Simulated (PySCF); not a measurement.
C₃H₁₁NOSi₂

The calculation's input:

```
{"job": {"kind": "nmr", "xc": "PBE0", "basis": "pcSseg-1"}, "charge": 0, "multiplicity": 1}
C     -2.427435    -1.361748     0.537998
C     -2.274988    -0.246785    -0.158640
Si    -1.193632     1.220352     0.350688
O     -1.806165     2.596554    -0.289312
Si     0.986593     0.967365    -0.334224
N      1.472599    -0.606433     0.156971
C      2.783334    -1.132693    -0.124719
H     -3.036379    -2.187319     0.200320
H     -1.952687    -1.496139     1.496826
H     -2.784597    -0.180773    -1.115521
H     -1.425732     1.510405     1.768581
H     -1.933811     2.709465    -1.226142
H      1.889887     2.040778     0.143777
H      1.205338     0.969673    -1.796553
H      1.099711    -0.983090     1.014643
H      3.538090    -0.790687     0.593088
H      3.084682    -0.798290    -1.114629
H      2.766432    -2.224318    -0.114810
```

Command:

```sh
OMP_NUM_THREADS=1 python probes_run.py task.json out
```

Geometry: GFN2-xTB.

The calculation used PBE0/pcSseg-1, SCF density, gas phase, non-relativistic in PySCF 2.14.0.

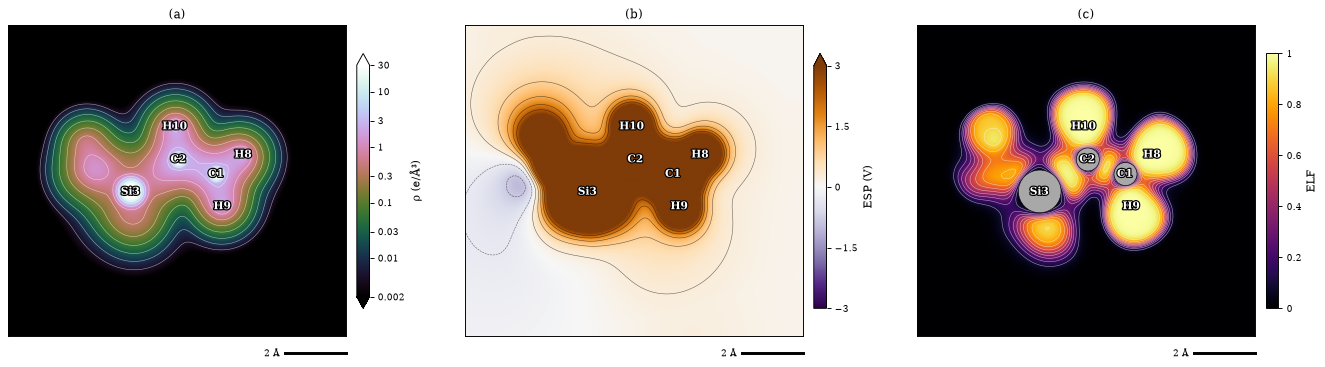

Figure 1. (a) total electron density; (b) electrostatic potential; (c) ELF on the plane of atoms C1, C2 and H10. Grey discs cover the atomic cores in the ELF map.

Q: Describe what can be read from this map.

A: The section cuts through C, Si and H sites.
C–C (1.32 Å): the density is about 2.3 e/Å³ at the midpoint; the ELF peaks at about 0.90 between the atoms (a short, multiple covalent bond).
C–Si (1.89 Å): the density is about 0.93 e/Å³ at the midpoint; the ELF peaks at about 0.95 between the atoms; a shared electron pair.
Outside the dense part of the molecule the potential is most negative (−1.0 V) near O4, which lies off the plane.

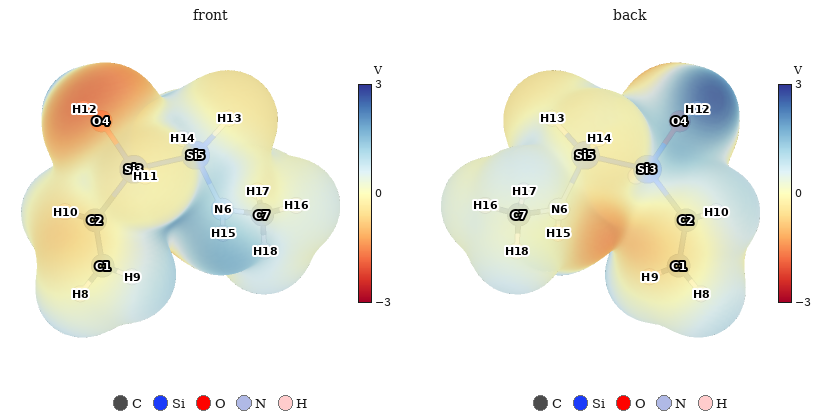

Figure 2. The electrostatic potential painted on the density surface at 0.002 e/bohr³, seen from the front and from behind; the colour scale runs from red (negative) to blue (positive).

Q: Which sites attract a positive test charge, and which a negative one?

A: A positive charge is drawn to the negative regions and a negative charge to the positive ones. The most negative region (about −1.6 V) lies over O4, the most positive (about +2.4 V) over H12. O4 is the likeliest acceptor of a hydrogen bond.

Q: What dipole moment does the calculation give?

A: Its dipole moment is 1.73 D.
